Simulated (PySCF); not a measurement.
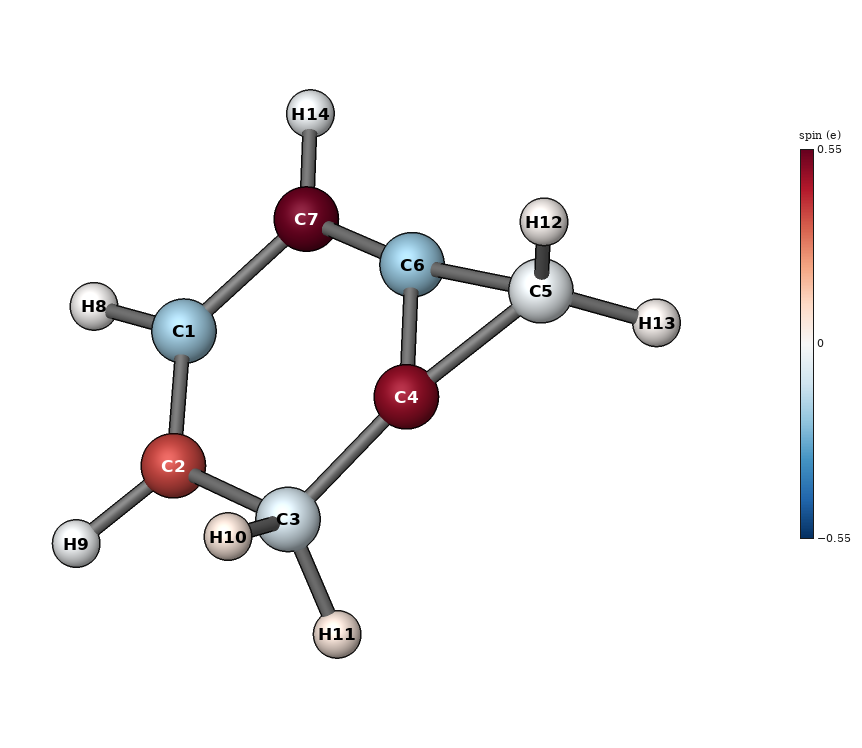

Atoms are coloured by their Mulliken spin populations. State: neutral, doublet. The geometry was computed by an optimisation with GFN2-xTB. No frequency run is at hand to confirm it as a minimum. Properties computed with UKS B3LYP, pcH-1 on C H, non-relativistic (PySCF 2.14.0).

Question: Which atom carries the largest spin population?

Answer: C7 (0.54 e).

Question: Which atom has the lowest spin population?

Answer: C6 (−0.21 e); a negative value comes from spin polarisation.

Give the Mulliken spin populations atom by atom.

```csv
atom,value (e)
C1,−0.19
C2,0.37
C3,−0.09
C4,0.48
C5,−0.03
C6,−0.21
C7,0.54
H8,0.01
H9,−0.02
H10,0.06
H11,0.06
H12,0.02
H13,0.02
H14,−0.02
```

Mulliken values depend strongly on the basis set.
